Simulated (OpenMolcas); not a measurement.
# SiH2O (oxosilane), step by step

Wanted: a series of 8 runs (HF/ANO-L-VTZP, CASSCF(8,8)/ANO-L-VTZP, RASPT2(8,8)/ANO-L-VTZP, CASPT2(8,8)/ANO-L-VTZP, SC-NEVPT2(8,8)/ANO-L-VTZP, PC-NEVPT2(8,8)/ANO-L-VTZP) of H2OSi. 

The results are computed with OpenMolcas 26.06.

2 further runs of the same task are left out: 1 that didn't finish, 1 set aside as unsound or not needed.

**1. The molecule**

SiH2O: 4 atoms, total charge 0, spin state singlet. As SMILES, `O=[SiH2]`. The shape is that of a PBE0-D4/def2-TZVP optimisation.

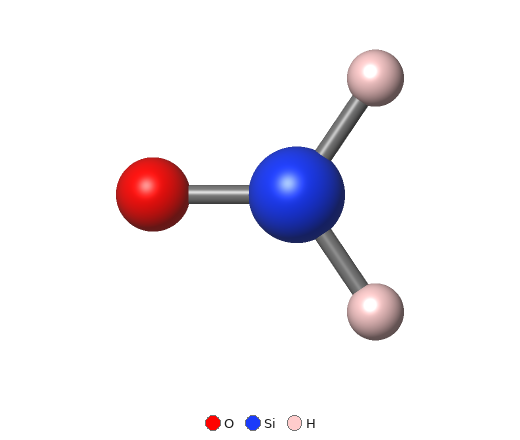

Viewed from a chosen angle; oxygen red, silicon blue, hydrogen pink.

**2. The energy at HF/ANO-L-VTZP (RICD fitting) (run 1)**

The input, step1.inp:

```
>>> EXPORT MOLCAS_PRINT=2
&GATEWAY
Coord
4
bohr
O     -0.53517044     0.78140175     2.77695254
Si    -0.01266117     0.01851932     0.06595144
H      0.83129052    -2.54357136    -0.71091497
H     -0.28345892     1.74365030    -2.13217799
Basis = ANO-L-VTZP
Group = NoSym
RICD
&SEWARD
&SCF
PrOrbitals = 1 2
```

Started as:

```console
$ export MOLCAS_MEM=1860
$ pymolcas step1.inp > step1.log
```

What it wrote:

```text
--- Start Module: gateway ---
[...]
--- Stop Module: gateway /rc=_RC_ALL_IS_WELL_ ---
[...]
--- Start Module: seward ---
[...]
      Basis functions           92
--- Stop Module: seward /rc=_RC_ALL_IS_WELL_ ---
[...]
--- Start Module: scf ---
[...]
       Convergence after  12 Iterations
[...]
::    Total SCF energy                               -364.9898376101
[...]
      Total spin, S                                     0.0000000000
[...]
      Total electronic charge=   24.000000
      Total            charge=   -0.000000
[...]
      Dipole Moment (debye):
      Origin of the operator (angstrom)=   -0.0962    0.1405    0.4994
                   X=  8.1379E-01               Y= -1.1882E+00               Z= -4.2217E+00           Total=  4.4606E+00
      Quadrupole Moment (debye*angstrom):
[...]
--- Stop Module: scf /rc=_RC_ALL_IS_WELL_ ---
[...]
```

Run time: 3.9 s. Hardware: 1 thread of Intel Xeon 6975P-C (Granite Rapids), shared host.

**3. The energy at CASSCF(8,8)/ANO-L-VTZP (RICD fitting) (run 2)**

The input, step2.input:

```
&GATEWAY
 Coord
 4
 bohr
 O     -0.53517044     0.78140175     2.77695254
 Si    -0.01266117     0.01851932     0.06595144
 H      0.83129052    -2.54357136    -0.71091497
 H     -0.28345892     1.74365030    -2.13217799
 Basis = ANO-L-VTZP
 Group = NoSym
 RICD

&SEWARD

&RASSCF
 FileOrb = $CurrDir/step1.ScfOrb
 Spin = 1
 Nactel = 8 0 0
 Inactive = 8
 Ras2 = 8
 OrbListing = Nothing
 OrbAppear = Compact
```

Started as:

```console
$ export MOLCAS_MEM=1860
$ pymolcas step2.input > step2.log
```

What it wrote:

```text
--- Start Module: gateway ---
[...]
--- Stop Module: gateway /rc=_RC_ALL_IS_WELL_ ---
--- Start Module: seward ---
[...]
      Basis functions           92
--- Stop Module: seward /rc=_RC_ALL_IS_WELL_ ---
[...]
--- Start Module: rasscf ---
[...]
      Number of active orbitals                  8
[...]
      Spin quantum number                      0.0
[...]
      Active orbitals                            8
[...]
      Number of CSFs                          1764
[...]
      Number of root(s) required                 1
[...]
 ###    WARNING: Large orbital rotation.                                     ###
 ###############################################################################
      Molecular orbital  13 of symmetry 1 MO space 2  weight is    0.294289
[...]
 ###    WARNING: Large orbital rotation.                                     ###
 ###############################################################################
      Molecular orbital  15 of symmetry 1 MO space 2  weight is    0.431688
[...]
 ###    WARNING: Large orbital rotation.                                     ###
 ###############################################################################
      Molecular orbital  16 of symmetry 1 MO space 2  weight is    0.373770
[...]
      Convergence after 25 iterations
[...]
      printout of CI-coefficients larger than  0.05 for root  1
      energy=    -365.116695
      conf/sym  11111111     Coeff  Weight
             1  22220000  -0.97014 0.94117
            23  22200020   0.05730 0.00328
            31  22udu0d0   0.05880 0.00346
            58  22022000   0.10516 0.01106
            74  2ud2u00d  -0.06821 0.00465
            97  20220002   0.05995 0.00359
[...]
      Natural orbitals and occupation numbers for root  1
      sym 1:   1.982045   1.972003   1.954833   1.969375   0.045218   0.014404   0.033711   0.028410
      ************************************************************************************************************************
      *                                                    Final results                                                     *
[...]
::    RASSCF root number  1 Total energy:   -365.11669507
[...]
      Total electronic charge=   24.000000
      Total            charge=   -0.000000
[...]
      Dipole Moment (debye):
      Origin of the operator (angstrom)=   -0.0962    0.1405    0.4994
                   X=  6.7086E-01               Y= -9.4376E-01               Z= -3.5769E+00           Total=  3.7597E+00
      Quadrupole Moment (debye*angstrom):
[...]
--- Stop Module: rasscf /rc=_RC_ALL_IS_WELL_ ---
[...]
```

It took 7.5 s on 1 thread of Intel Xeon 6975P-C (Granite Rapids), shared host.

Runs 3 to 7 aren't shown in full; the table further down has their settings and results.

**4. A single-point energy at PC-NEVPT2(8,8)/ANO-L-VTZP (RICD fitting, pt2 variant PC-NEVPT2) (run 8)**

The input, step8.input:

```
* H2OSi NEVPT2
>>> EXPORT MOLCAS_PRINT=2

&GATEWAY
 COORD
 4
 bohr
 O     -0.53517044     0.78140175     2.77695254
 Si    -0.01266117     0.01851932     0.06595144
 H      0.83129052    -2.54357136    -0.71091497
 H     -0.28345892     1.74365030    -2.13217799
 BASIS
 ANO-L-VTZP
 GROUP
 NoSym
 RICD

&SEWARD

&RASSCF
 FILEORB
 $CurrDir/step2.RasOrb
 SPIN
 1
 NACTEL
 8 0 0
 INACTIVE
 8
 RAS2
 8
 ORBLISTING
 Nothing
 ORBAPPEAR
 Compact

&CASPT2
 PC-NEVPT2
```

Started as:

```console
$ export MOLCAS_MEM=1860
$ pymolcas step8.input > step8.log
```

What it wrote:

```text
--- Start Module: gateway ---
[...]
--- Stop Module: gateway /rc=_RC_ALL_IS_WELL_ ---
[...]
      Basis functions           92
[...]
--- Start Module: rasscf ---
[...]
      Number of active orbitals                  8
[...]
      Spin quantum number                      0.0
[...]
      Active orbitals                            8
[...]
      Number of CSFs                          1764
[...]
      Number of root(s) required                 1
[...]
      Convergence after  7 iterations
[...]
      printout of CI-coefficients larger than  0.05 for root  1
      energy=    -365.116695
      conf/sym  11111111     Coeff  Weight
             1  22220000  -0.97013 0.94116
            23  22200020   0.05731 0.00328
            31  22udu0d0   0.05881 0.00346
            58  22022000   0.10518 0.01106
            74  2ud2u00d  -0.06822 0.00465
            97  20220002   0.05996 0.00360
[...]
      Natural orbitals and occupation numbers for root  1
      sym 1:   1.982047   1.972000   1.954823   1.969373   0.045229   0.014403   0.033712   0.028413
      ************************************************************************************************************************
      *                                                    Final results                                                     *
[...]
::    RASSCF root number  1 Total energy:   -365.11669507
[...]
      Total electronic charge=   24.000000
      Total            charge=   -0.000000
[...]
      Dipole Moment (debye):
      Origin of the operator (angstrom)=   -0.0962    0.1405    0.4994
                   X=  6.7080E-01               Y= -9.4371E-01               Z= -3.5766E+00           Total=  3.7593E+00
      Quadrupole Moment (debye*angstrom):
[...]
--- Stop Module: rasscf /rc=_RC_ALL_IS_WELL_ ---
[...]
--- Start Module: caspt2 ---
[...]
      E2 (Variational):          -0.2213158653
[...]
      E2 (Variational):          -0.2195753161
      Total energy:            -365.3362703904
[...]
      Reference weight:           0.95142
[...]
::    PC-NEVPT2 Root  1     Total energy:   -365.33801094
[...]
--- Stop Module: caspt2 /rc=_RC_ALL_IS_WELL_ ---
[...]
```

It took 6 s on 1 thread of Intel Xeon 6975P-C (Granite Rapids), shared host.

**5. The series**

```
run                                                                                                         level      active rule  inactive  partner    energy (Eh)  dipole moment (D) of the reference  wall time
  1                                                                                  HF/ANO-L-VTZP (RICD fitting)                –         –     base    -364.989838                                4.46      3.9 s
  2                                                                         CASSCF(8,8)/ANO-L-VTZP (RICD fitting)  frontier window         8     base    -365.116695                                3.76      7.5 s
  3                                     RASPT2(8,8)/ANO-L-VTZP (RICD fitting, ipea shift 0.25 Eh, pt2 variant SS)  frontier window         8     base  not converged                                   –       77 s
  4                                                      CASSCF(8,8)/ANO-L-VTZP (RICD fitting, population LoProp)  frontier window         8     base    -365.116695                                3.76      4.5 s
  5  CASPT2(8,8)/ANO-L-VTZP (RICD fitting, ipea shift 0.25 Eh, pt2 variant SS, weight exponent 10, weight type 3)  frontier window         8     base    -365.353430                                3.76      7.5 s
  6                                                                 CASSCF(8,8)/ANO-L-VTZP (RICD fitting, root 1)  frontier window         8     base    -365.116695                                3.76      7.5 s
  7                                               SC-NEVPT2(8,8)/ANO-L-VTZP (RICD fitting, pt2 variant SC-NEVPT2)  frontier window         8  triplet    -365.171637                                0.08      8.4 s
  8                                               PC-NEVPT2(8,8)/ANO-L-VTZP (RICD fitting, pt2 variant PC-NEVPT2)  frontier window         8     base    -365.338011                                3.76        6 s
```

**6. What came out**

| quantity | value |
| --- | --- |
| run 8, PC-NEVPT2(8,8)/ANO-L-VTZP: total energy | -365.33801 Eh |
| run 8, PC-NEVPT2(8,8)/ANO-L-VTZP: dipole moment (CASSCF density) | 3.76 D |

In words: Below the HF energy at the same shape and in the same basis (ANO-L-VTZP): CASSCF(8,8) -126.9 mEh; CASPT2(8,8) -363.6 mEh; PC-NEVPT2(8,8) -348.2 mEh. Active-space methods hold only the correlation inside their space unless a perturbation or CI step follows. Over runs 1, 2, 4, 6 the dipole moment (its size) runs from 3.76 D (CASSCF(8,8)/ANO-L-VTZP) to 4.46 D (HF/ANO-L-VTZP). All runs together took 2 min, the longest 77 s. 1 of the 8 runs did not end normally.
